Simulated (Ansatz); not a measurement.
# One shape, several levels: doublet CH5GaO+

Wanted: a comparison of 4 runs (UHF/3-21G, UPBE/cc-pVDZ, USVWN5/cc-pVDZ, UBCCD(T)/cc-pVDZ) of doublet CH5GaO+. 

The calculation is run with Ansatz 0.2.0.

56 further runs of the same task are left out: 56 set aside as unsound or not needed.

**1. Starting point**

The species is CH5GaO+ (8 atoms), meant as a doublet with charge +1. SMILES of the parent species: `C[O][GaH2]`. The coordinates come from a PBE0-D4/def2-TZVP relaxation. That shape belongs to the parent species and isn't relaxed for this state.

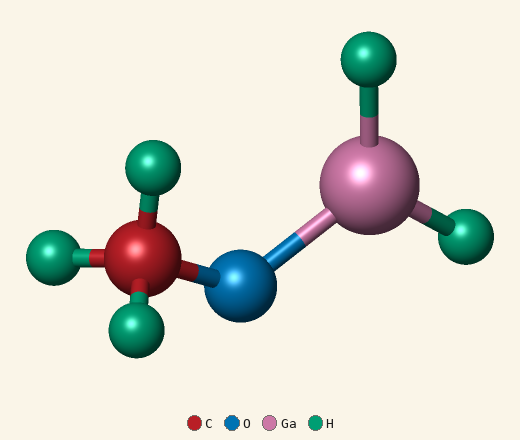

Viewed from a chosen angle; carbon red, oxygen blue, gallium pink, hydrogen teal.

**2. A single-point energy at UHF/3-21G (run 1)**

File in.yaml:

```yaml
crystal:
  periodic: [false, false, false]
  atoms:
    - {symbol: C, position_ang: [-0.616800, 0.972600, -0.422900]}
    - {symbol: O, position_ang: [-0.705300, -0.273500, 0.213500]}
    - {symbol: Ga, position_ang: [0.703200, -1.302000, 0.579300]}
    - {symbol: H, position_ang: [-1.200200, 0.962000, -1.350600]}
    - {symbol: H, position_ang: [0.414200, 1.256200, -0.676600]}
    - {symbol: H, position_ang: [-1.030600, 1.754200, 0.224300]}
    - {symbol: H, position_ang: [2.093900, -0.732800, 0.142900]}
    - {symbol: H, position_ang: [0.341700, -2.636700, 1.290100]}
basis:
  gaussian:
    orbitals: 3-21G-spherical.json
total_charge: 1
magnetization:
  spin_polarized: true
  initial_magnetization: 1
hamiltonian:
  xc: hf
accuracy: high
output:
  orbitals: {seedname: orbitals}
```

The basis set 3-21G is read from a file made from the Basis Set Exchange's data (not shown).

Run with:

```bash
ansatz run in.yaml --threads 1 --pin off --max-ram 3480MiB --events-out events.jsonl --progress --plain --runs-dir runs
```

Log:

```text
Warning: RAYON_NUM_THREADS=1 ignored (pool sized by the plan → 1); use --threads N
Functional definition: HF
  name "HF"
  exchange = exact_x
  correlation = 0
981 factors; integrals over basis functions are off by at most 8.9e-9 eV
mean field evaluation 1: about -55189.0748 eV, gradient 4.2e1 eV
mean field evaluation 2: about -55189.3318 eV, gradient 4.1e1 eV
mean field evaluation 4: about -55197.1088 eV, gradient 4.0e0 eV
mean field evaluation 8: about -55197.8247 eV, gradient 3.8e0 eV
mean field evaluation 16: about -55199.1093 eV, gradient 3.7e0 eV
mean field evaluation 32: about -55199.0657 eV, gradient 3.6e-1 eV
mean field evaluation 64: about -55199.1099 eV, gradient 3.7e0 eV
mean field evaluation 96: about -55189.4246 eV, gradient 1.9e1 eV
mean field evaluation 128: about -55198.9456 eV, gradient 7.0e-1 eV
mean field -55199.21552997 eV, -2028.5337553541 hartree, gradient 9.9e-8 eV, S^2 0.757816; 4 other end points of the search recorded, 0 dependent functions left out
reference -55199.21552997 eV, -2028.5337553541 hartree; 25, 24 occupied and 25, 26 virtual orbitals, 981 factors
Total energy: -55199.21552997 eV, -2028.5337553541 hartree
```

Wall time 2.6 s (1 thread of Arm Neoverse V1, shared host); peak memory 0.16 GiB.

**3. The energy at UPBE/cc-pVDZ (run 2)**

File input.yaml:

```yaml
crystal:
  periodic: [false, false, false]
  atoms:
    - {symbol: C, position_ang: [-0.616800, 0.972600, -0.422900]}
    - {symbol: O, position_ang: [-0.705300, -0.273500, 0.213500]}
    - {symbol: Ga, position_ang: [0.703200, -1.302000, 0.579300]}
    - {symbol: H, position_ang: [-1.200200, 0.962000, -1.350600]}
    - {symbol: H, position_ang: [0.414200, 1.256200, -0.676600]}
    - {symbol: H, position_ang: [-1.030600, 1.754200, 0.224300]}
    - {symbol: H, position_ang: [2.093900, -0.732800, 0.142900]}
    - {symbol: H, position_ang: [0.341700, -2.636700, 1.290100]}
basis:
  gaussian: {orbitals: cc-pVDZ}
output: {orbitals: {seedname: orbitals}}
magnetization: {spin_polarized: true, initial_magnetization: 1}
accuracy: high
hamiltonian: {xc: {name: PBE}}
total_charge: 1
```

Run with:

```bash
ansatz run input.yaml --threads 1 --pin off --max-ram 3480MiB --events-out events.jsonl --progress --plain --runs-dir runs
```

Log:

```text
Warning: RAYON_NUM_THREADS=1 ignored (pool sized by the plan → 1); use --threads N
Functional definition: PBE
  name "PBE"
  parameter kappa = 0.804
  parameter beta = 0.06672455060314922
  exchange = pbe_x(kappa = kappa, mu = beta*pi^2/3)
  correlation = pbe_c(beta = beta)
1862 factors; integrals over basis functions are off by at most 4.5e-9 eV
mean field evaluation 1: about -55498.7476 eV, gradient 6.8e1 eV
mean field evaluation 2: about -55248.4621 eV, gradient 1.7e2 eV
mean field evaluation 4: about -55508.0446 eV, gradient 5.3e1 eV
mean field evaluation 8: about -55520.5241 eV, gradient 6.1e0 eV
mean field evaluation 16: about -55520.8965 eV, gradient 3.8e-1 eV
mean field evaluation 32: about -55520.8722 eV, gradient 2.1e0 eV
mean field -55520.91531805 eV, -2040.3560045102 hartree, gradient 2.6e-8 eV, S^2 0.753458; 4 other end points of the search recorded, 0 dependent functions left out
reference -55520.91532199 eV, -2040.3560046549 hartree; 25, 24 occupied and 55, 56 virtual orbitals, 1862 factors
Total energy: -55520.91532199 eV, -2040.3560046549 hartree
```

It took 23 s on 1 thread of Arm Neoverse V1, shared host; peak memory 0.26 GiB.

Run 3 isn't shown in full; the table further down has it.

**4. A single-point energy at UBCCD(T)/cc-pVDZ (run 4)**

File run.yaml:

```yaml
crystal:
  periodic: [false, false, false]
  atoms:
    - symbol: C
      position_ang: [-0.616800, 0.972600, -0.422900]
    - symbol: O
      position_ang: [-0.705300, -0.273500, 0.213500]
    - symbol: Ga
      position_ang: [0.703200, -1.302000, 0.579300]
    - symbol: H
      position_ang: [-1.200200, 0.962000, -1.350600]
    - symbol: H
      position_ang: [0.414200, 1.256200, -0.676600]
    - symbol: H
      position_ang: [-1.030600, 1.754200, 0.224300]
    - symbol: H
      position_ang: [2.093900, -0.732800, 0.142900]
    - symbol: H
      position_ang: [0.341700, -2.636700, 1.290100]
basis:
  gaussian:
    orbitals: cc-pVDZ
total_charge: 1
magnetization:
  spin_polarized: true
  initial_magnetization: 1
correlation:
  method: bccd_t
  frozen_orbitals: {C: 1, Ga: 9, H: 0, O: 1}
accuracy: high
scf:
  omitted_lower_state_checks: [cluster_reference, increment]
```

Run with:

```bash
ansatz run run.yaml --threads 1 --pin off --max-ram 3480MiB --events-out events.jsonl --progress --plain --runs-dir runs
```

Log, cut to the lines that bear on the results:

```text
Warning: RAYON_NUM_THREADS=1 ignored (pool sized by the plan → 1); use --threads N
Functional definition: HF
  name "HF"
[...]
1862 factors; integrals over basis functions are off by at most 4.5e-9 eV
[...]
mean field -55471.33310319 eV, -2038.5338917223 hartree, gradient 1.4e-8 eV, S^2 0.760136; 5 other end points of the search recorded, 0 dependent functions left out
11 core orbitals not correlated: weight in the atoms' cores, before any rotation towards them, 1.000 or more for the frozen orbitals, at most 0.000 for the correlated occupied ones
reference -55471.33310319 eV, -2038.5338917223 hartree; 14, 13 occupied and 55, 56 virtual orbitals, 1862 factors
second order -9.93669137 eV of doubles, -0.00000000 eV of singles
cycle   1  -10.78192354 eV  change   -8.5e-1 eV  update   8.9e-2
[...]
cycle  30  -11.24227044 eV  change    1.5e-9 eV  update   2.3e-9
perturbative correction -0.32430610 eV, -0.0119180295 hartree
Total energy: -55482.89967974 eV, -2038.9589555703 hartree
Checks for a lower state left out: cluster_reference, increment
```

Wall time 1.8 min (1 thread of Arm Neoverse V1, shared host); peak memory 1 GiB.

**5. The series**

```csv
run,level,frozen core orbitals,energy (Eh),HOMO energy (eV),⟨S²⟩,wall time
1,UHF/3-21G,–,-2028.533755,-17.14,0.758,2.6 s
2,UPBE/cc-pVDZ,–,-2040.356005,-13.22,0.753,23 s
3,USVWN5/cc-pVDZ,–,-2036.828208,-13.22,0.752,11 s
4,UBCCD(T)/cc-pVDZ,11,-2038.958956,–,0.760,1.8 min
```

**6. Outcome**

| quantity | value |
| --- | --- |
| run 4: total energy | -2038.95896 Eh |
| run 4: correlation energy (11 core orbitals frozen) | -425.1 mEh |
| run 4: (T) correction | -11.92 mEh |
| run 4: ⟨S²⟩ of the reference determinant | 0.760 |

**Reading.** Totals of different functionals can't be ranked against each other. All runs together took 2.5 min, the longest 1.8 min.
